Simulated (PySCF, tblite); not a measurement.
# C₅H₁₁FSi: geometry, infrared bands and NMR shifts

What infrared bands and NMR shifts should C₅H₁₁FSi (`CC(C)[SiH2]/C=C/F`) show?

Programs: tblite 0.8.0 and PySCF 2.14.0, with density-fitted response routines of our own. Each step states its level of theory. These are calculated values for one molecule in the gas phase, unless marked as measured. Atoms count from 0, in the outputs and in this text.

## 1. Starting geometry

18 atoms, charge 0, multiplicity 1; geometry from: force field or distance geometry start.

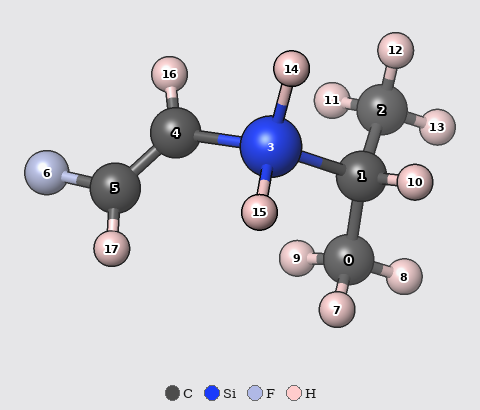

As it starts; carbon dark grey, silicon blue, fluorine light blue, hydrogen pink, atoms numbered.

## 2. Relaxing the molecule with GFN2-xTB

The job: settings as JSON, then the geometry in Å.

```
{"job": {"kind": "relax", "xc": "GFN2-xTB", "basis": "xTB"}, "charge": 0, "multiplicity": 1}
C     -1.133700     1.431400     0.087200
C     -1.178800    -0.061000     0.400300
C     -1.646200    -0.853600    -0.813900
Si     0.473100    -0.710100     1.112000
C      1.838600    -0.559300    -0.075800
C      2.754700     0.405500    -0.083000
F      3.729400     0.442700    -1.017200
H     -0.850600     2.029300     0.970500
H     -2.125400     1.777300    -0.233800
H     -0.434500     1.659700    -0.709300
H     -1.917500    -0.216300     1.204500
H     -0.970400    -0.743400    -1.661200
H     -1.751300    -1.918200    -0.586100
H     -2.636300    -0.496100    -1.142900
H      0.304900    -2.136400     1.489500
H      0.800200     0.049700     2.361000
H      1.877600    -1.322300    -0.843800
H      2.857300     1.227500     0.610200
```

On the command line:

```
OMP_NUM_THREADS=1 python probes_run.py task.json out
```

This one command runs all jobs of the session in turn.

Log:

```text
step      E/eV     max force
  0    -618.57411    1.913
  1    -618.62969    1.019
  2    -618.64273    0.441
  3    -618.64880    0.225
  4    -618.65450    0.199
  5    -618.65836    0.253
  6    -618.66176    0.181
  7    -618.66350    0.087
  8    -618.66471    0.112
  9    -618.66581    0.106
 10    -618.66676    0.086
 11    -618.66740    0.052
 12    -618.66789    0.065
 13    -618.66840    0.070
 14    -618.66894    0.061
 15    -618.66939    0.055
 16    -618.66972    0.049
 17    -618.67001    0.055
 18    -618.67027    0.044
 19    -618.67046    0.029
 20    -618.67063    0.031
 21    -618.67081    0.046
 22    -618.67103    0.052
 23    -618.67126    0.039
 24    -618.67147    0.032
 25    -618.67167    0.035
 26    -618.67187    0.049
 27    -618.67207    0.046
 28    -618.67224    0.029
 29    -618.67237    0.025
 30    -618.67251    0.032
 31    -618.67266    0.041
 32    -618.67283    0.038
 33    -618.67299    0.027
 34    -618.67317    0.031
 35    -618.67337    0.042
 36    -618.67355    0.035
 37    -618.67366    0.025
 38    -618.67374    0.025
 39    -618.67381    0.029
 40    -618.67390    0.031
 41    -618.67398    0.025
 42    -618.67405    0.020
 43    -618.67410    0.020
 44    -618.67415    0.024
 45    -618.67422    0.030
 46    -618.67428    0.024
 47    -618.67432    0.011
 48    -618.67434    0.011
 49    -618.67435    0.011
 50    -618.67437    0.012
 51    -618.67438    0.009
```

Wall time 0.57 s (1 thread of Arm Neoverse N1, shared host); peak memory 0.18 GiB.

Along the way: (not every step is listed)

| step | energy from step 0 (eV) | largest force (eV/Å) |
| --- | --- | --- |
| 0 | 0.0000 | 1.9125 |
| 1 | -0.0556 | 1.0186 |
| 2 | -0.0686 | 0.4408 |
| 3 | -0.0747 | 0.2255 |
| 4 | -0.0804 | 0.1988 |
| 5 | -0.0842 | 0.2527 |
| 6 | -0.0876 | 0.1814 |
| 7 | -0.0894 | 0.0867 |
| 8 | -0.0906 | 0.1125 |
| 11 | -0.0933 | 0.0520 |
| 14 | -0.0948 | 0.0610 |
| 17 | -0.0959 | 0.0550 |
| 20 | -0.0965 | 0.0310 |
| 23 | -0.0971 | 0.0394 |
| 26 | -0.0978 | 0.0486 |
| 29 | -0.0983 | 0.0253 |
| 32 | -0.0987 | 0.0376 |
| 35 | -0.0993 | 0.0416 |
| 38 | -0.0996 | 0.0249 |
| 41 | -0.0999 | 0.0252 |
| 44 | -0.1000 | 0.0241 |
| 46 | -0.1002 | 0.0242 |
| 47 | -0.1002 | 0.0108 |
| 48 | -0.1002 | 0.0112 |
| 49 | -0.1002 | 0.0114 |
| 50 | -0.1003 | 0.0116 |
| 51 | -0.1003 | 0.0091 |

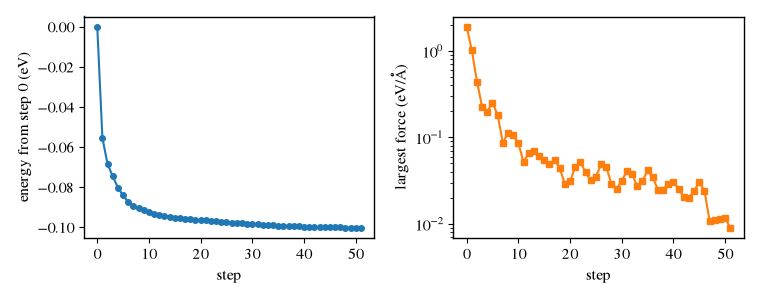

Energy and largest force along the relaxation.

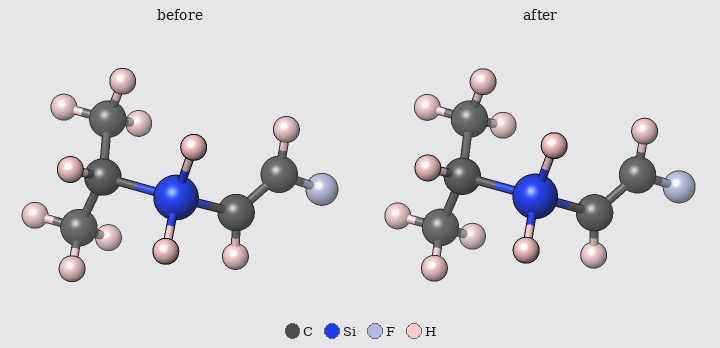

Before and after, at one scale.

Close pairs (by a distance rule), those that changed most:

| bond | before (Å) | after (Å) | change (Å) |
| --- | --- | --- | --- |
| Si3–C4 | 1.816 | 1.881 | +0.065 |
| Si3–H15 | 1.498 | 1.467 | -0.031 |
| Si3–H14 | 1.485 | 1.468 | -0.017 |
| C0–H7 | 1.104 | 1.088 | -0.016 |
| C2–H13 | 1.103 | 1.089 | -0.013 |
| C4–C5 | 1.330 | 1.318 | -0.013 |
| C0–H8 | 1.098 | 1.089 | -0.009 |
| C1–H10 | 1.103 | 1.095 | -0.008 |

The end geometry stands in the next job.

## 3. Vibrational analysis with GFN2-xTB

The job: settings as JSON, then the geometry in Å.

```
{"job": {"kind": "ir", "xc": "GFN2-xTB", "basis": "xTB"}, "charge": 0, "multiplicity": 1}
C     -1.106329     1.421417     0.097239
C     -1.200138    -0.065312     0.435390
C     -1.621039    -0.856934    -0.801357
Si     0.442704    -0.716564     1.173378
C      1.794816    -0.559158    -0.124420
C      2.707673     0.391206    -0.106690
F      3.656105     0.503664    -1.057929
H     -0.851441     2.005916     0.978454
H     -2.056553     1.787081    -0.290016
H     -0.343904     1.594843    -0.659984
H     -1.984717    -0.186346     1.190248
H     -0.891692    -0.736189    -1.599620
H     -1.710295    -1.916999    -0.574609
H     -2.584136    -0.506262    -1.170447
H      0.301664    -2.133687     1.528978
H      0.800085     0.082541     2.350791
H      1.828469    -1.267371    -0.941361
H      2.809967     1.164471     0.640332
```

Log:

```text
mode    cm-1     km/mol
  1      27.7      0.06
  2      39.4      0.16
  3     105.9      3.48
  4     200.2      2.29
  5     214.6      0.26
  6     220.8      0.15
  7     243.6      0.28
  8     244.9      0.04
  9     339.1      3.11
 10     395.7      7.85
 11     425.6     18.69
 12     494.6     90.62
 13     580.6      0.55
 14     630.6     14.94
 15     709.0    121.92
 16     727.2    189.26
 17     765.9    221.03
 18     811.7    120.01
 19     944.9      4.03
 20     946.7      9.14
 21     991.1     26.73
 22     993.4      4.60
 23    1041.4     24.72
 24    1063.3    133.51
 25    1132.4      1.47
 26    1178.7      0.80
 27    1192.2     14.82
 28    1269.0      1.88
 29    1277.7     11.12
 30    1309.1      0.04
 31    1412.3      2.04
 32    1424.8      0.66
 33    1500.0      0.14
 34    1507.8      2.08
 35    1511.0      2.71
 36    1515.2      3.76
 37    1677.4    225.38
 38    2224.4    412.87
 39    2229.1    217.55
 40    2924.2     51.78
 41    3006.4      0.62
 42    3010.1    102.25
 43    3021.0     12.78
 44    3028.3     72.49
 45    3031.9     16.97
 46    3033.0     34.56
 47    3062.6      6.61
 48    3079.2     39.76
```

It took 1 s on 1 thread of Arm Neoverse N1, shared host; peak memory 0.18 GiB.

The strongest bands and the atoms that carry them (share of the mass-weighted mode):

| cm⁻¹ | km/mol | atoms |
| --- | --- | --- |
| 709 | 121.9 | H15 18 %, C5 17 %, H16 13 %, H14 12 % |
| 727 | 189.3 | H15 17 %, H14 17 %, C4 15 %, C5 15 % |
| 766 | 221.0 | H15 47 %, H14 44 % |
| 812 | 120.0 | C4 40 %, Si3 23 %, H16 22 % |
| 1063 | 133.5 | C5 46 %, F6 38 % |
| 1677 | 225.4 | C5 49 %, C4 47 % |
| 2224 | 412.9 | H14 84 %, H15 12 % |
| 2229 | 217.6 | H15 85 %, H14 13 % |

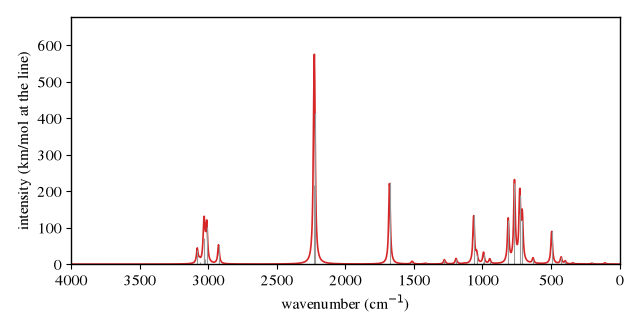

The infrared spectrum from these modes, unscaled. Lines are broadened to a width of 14 cm⁻¹ (Lorentzian).

## 4. Shielding tensors: PBE0/pcSseg-1

The job, as its differences from that of step 3:

```diff
@@ -1,2 +1,2 @@
-{"job": {"kind": "ir", "xc": "GFN2-xTB", "basis": "xTB"}, "charge": 0, "multiplicity": 1}
+{"job": {"kind": "nmr", "xc": "PBE0", "basis": "pcSseg-1"}, "charge": 0, "multiplicity": 1}
 C     -1.106329     1.421417     0.097239
```

Level: GIAO PBE0/pcSseg-1 NMR shielding, non-relativistic, gas phase.

Log:

```text
coarse grid: 14960 points
cycle   1  E = -585.8387299536  dE =  5.301e-01  |g| = 5.862e-01  |ddm| = 3.606e+00
cycle   2  E = -585.7853457380  dE =  5.338e-02  |g| = 7.756e-01  |ddm| = 9.613e-01
cycle   3  E = -585.9126370155  dE = -1.273e-01  |g| = 8.778e-02  |ddm| = 5.856e-01
cycle   4  E = -585.9142791821  dE = -1.642e-03  |g| = 3.991e-02  |ddm| = 1.066e-01
cycle   5  E = -585.9146419497  dE = -3.628e-04  |g| = 1.091e-02  |ddm| = 3.674e-02
cycle   6  E = -585.9146634879  dE = -2.154e-05  |g| = 3.958e-03  |ddm| = 1.075e-02
cycle   7  E = -585.9146668503  dE = -3.362e-06  |g| = 5.324e-04  |ddm| = 3.242e-03
final grid: 138664 points
cycle   8  E = -585.9625091097  dE = -3.801e-05  |g| = 8.881e-03  |ddm| = 2.650e-02
cycle   9  E = -585.9624977726  dE =  1.134e-05  |g| = 1.148e-02  |ddm| = 1.651e-02
cycle  10  E = -585.9625286979  dE = -3.093e-05  |g| = 1.177e-03  |ddm| = 9.259e-03
cycle  11  E = -585.9625289267  dE = -2.288e-07  |g| = 3.069e-04  |ddm| = 1.030e-03
cycle  12  E = -585.9625289437  dE = -1.696e-08  |g| = 1.137e-04  |ddm| = 3.266e-04
cycle  13  E = -585.9625289468  dE = -3.110e-09  |g| = 3.192e-05  |ddm| = 1.128e-04
cycle  14  E = -585.9625289470  dE = -2.339e-10  |g| = 6.589e-06  |ddm| = 2.879e-05
converged SCF energy = -585.9625289470

GIAO shielding tensors (ppm)
atom      isotropic    diamagn.    paramagn.     s11        s22        s33       span
  0 C      166.807     249.113     -82.306    151.575    161.838    187.008     35.433
  1 C      170.369     251.419     -81.050    166.305    170.748    174.053      7.748
  2 C      166.538     248.609     -82.072    152.062    160.181    187.370     35.309
  3 Si     388.391     881.629    -493.238    355.079    382.392    427.701     72.622
  4 C       85.824     263.080    -177.256    -14.802     96.612    175.663    190.464
  5 C       18.151     251.402    -233.251    -91.486     71.823     74.117    165.603
  6 F      239.045     469.802    -230.757    104.813    264.667    347.654    242.841
  7 H       30.641      31.489      -0.848     26.036     28.263     37.624     11.589
  8 H       30.546      30.721      -0.175     26.132     28.025     37.479     11.347
  9 H       30.738      32.742      -2.004     26.516     30.319     35.378      8.862
 10 H       30.703      32.114      -1.411     26.795     28.159     37.155     10.360
 11 H       30.846      32.226      -1.380     26.423     30.372     35.743      9.321
 12 H       30.437      30.661      -0.224     25.751     28.098     37.462     11.711
 13 H       30.507      30.314       0.193     26.042     27.912     37.568     11.526
 14 H       27.295      29.857      -2.562     23.886     25.325     32.674      8.787
 15 H       27.527      30.735      -3.208     24.233     25.781     32.566      8.333
 16 H       26.293      31.719      -5.426     24.089     26.250     28.540      4.451
 17 H       24.969      30.581      -5.613     21.696     24.059     29.151      7.456
```

It took 51 s on 1 thread of Arm Neoverse N1, shared host; peak memory 0.82 GiB.

Shifts follow as δ = σ(reference) − σ, with reference shieldings (ppm) from runs at the same level and on the same kind of geometry: ¹H TMS 31.72, ¹³C TMS 186.9, ²⁹Si TMS 349.2, ¹⁹F CFCl3 170.9. The references are single molecules in the gas phase, so shifts against H2O, NH3, PH3, H3PO4 or CFCl3 are not on the usual liquid scales and can be off by tens of ppm. Atoms listed in one row are averaged.

| atoms | environment | σ (ppm) | δ (ppm) | δ scaled to CDCl3 |
| --- | --- | --- | --- | --- |
| C5 | alkene CH | 18.2 | 168.8 | 162.8 |
| C4 | alkene CH | 85.8 | 101.1 | 96.8 |
| C0, C2 | methyl carbon | 166.7 | 20.3 | 17.9 |
| C1 | sp3 CH bonded to Si | 170.4 | 16.6 | 14.2 |
| H17 | hydrogen on an alkene CH | 24.97 | 6.75 | 6.47 |
| H16 | hydrogen on an alkene CH | 26.29 | 5.42 | 5.22 |
| H14, H15 | hydrogen on a silicon bonded to 2 C | 27.41 | 4.31 | – |
| H7, H8, H9, H11, H12, H13 | hydrogen on a methyl carbon | 30.62 | 1.10 | 1.14 |
| H10 | hydrogen on an sp3 CH bonded to Si | 30.70 | 1.01 | 1.06 |
| Si3 | silicon bonded to 2 C, 2 H | 388.4 | -39.2 | – |
| F6 | vinylic fluorine | 239.0 | -68.1 | – |

The scaled column applies a straight-line fit of computed shieldings to shifts measured in CDCl3, and one for carbons that bear F (root-mean-square error 0.16 ppm for H, 1.9 ppm for C).

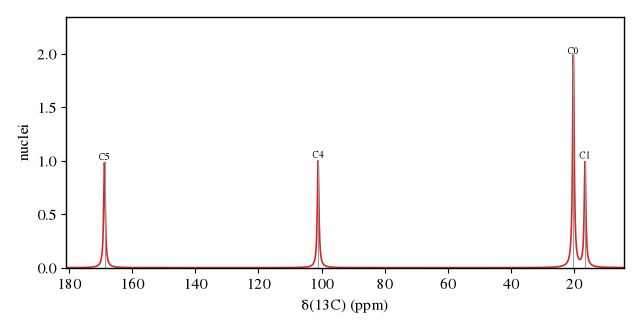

¹³C lines at the computed shifts, without couplings. Lines are broadened to a width of 0.61 ppm (Lorentzian).

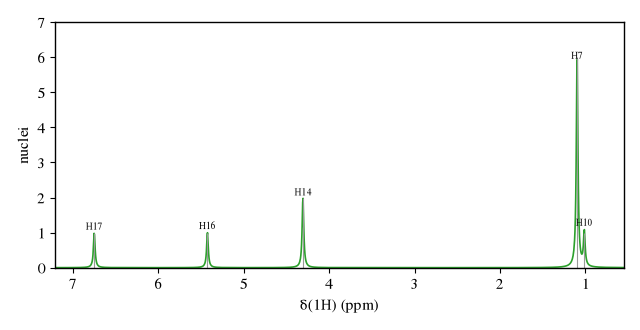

¹H lines at the computed shifts, without couplings. Lines are broadened to a width of 0.02 ppm (Lorentzian).

Charges from the same density, by scheme (e):

| atoms | Mulliken | IAO | Hirshfeld | ESP fit |
| --- | --- | --- | --- | --- |
| C0, C2 | -0.24 | -0.41 | -0.12 | -0.50 |
| C1 | -0.60 | -0.36 | -0.10 | 0.30 |
| Si3 | 0.69 | 0.75 | 0.34 | 0.18 |
| C4 | -0.50 | -0.50 | -0.17 | -0.34 |
| C5 | 0.24 | 0.17 | 0.05 | 0.10 |
| F6 | -0.28 | -0.27 | -0.09 | -0.18 |

Mulliken charges:

C0 -0.24; C1 -0.60; C2 -0.24; Si3 0.69; C4 -0.50; C5 0.24; F6 -0.28; H7 0.12; H8 0.12; H9 0.12; H10 0.14; H11 0.11; H12 0.12; H13 0.12; H14 -0.07; H15 -0.08; H16 0.14; H17 0.10

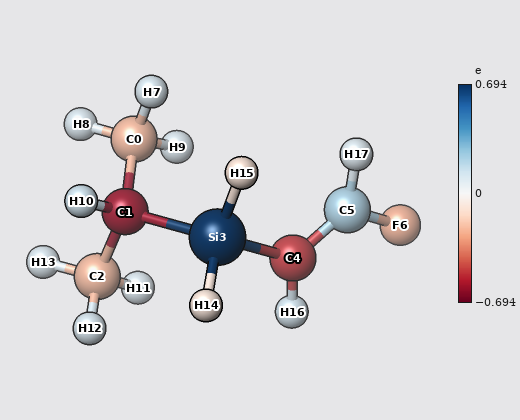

Mulliken charges, as colours on the atoms.

Mayer bond orders: C0–C1 1.03, C1–C2 1.03, C1–Si3 0.88, Si3–C4 0.87, C4–C5 1.91, C5–F6 0.95.

## 5. Outcome

| quantity | value |
| --- | --- |
| strongest single infrared mode (GFN2-xTB) | 2224 cm⁻¹, 413 km/mol |
| zero-point energy (GFN2-xTB) | 89.7 kcal/mol |
| ¹³C shifts against TMS (PBE0/pcSseg-1, means over atoms taken as alike) | 168.8, 101.1, 20.3, 16.6 ppm |
| ¹H shifts against TMS (PBE0/pcSseg-1, means over atoms taken as alike) | 6.75, 5.42, 4.31, 1.10, 1.01 ppm |
| ²⁹Si shifts against TMS (PBE0/pcSseg-1) | -39.2 ppm |
| ¹⁹F shifts against CFCl3 (PBE0/pcSseg-1) | -68.1 ppm |

**Reading.** The optimisation took 51 steps and gained 0.100 eV; among the close pairs (by a distance rule), Si3–C4 changed most, from 1.816 to 1.881 Å. No mode is imaginary among the 48: a minimum at this level. The strongest single mode, at 2224 cm⁻¹, moves mainly H14. GFN2-xTB is a fitted tight-binding method: band positions and strengths are rough. Its intensities can rank the bands wrongly. At PBE0/pcSseg-1: The widest tensor belongs to F6: span 243 ppm, with a paramagnetic part of -231 ppm.
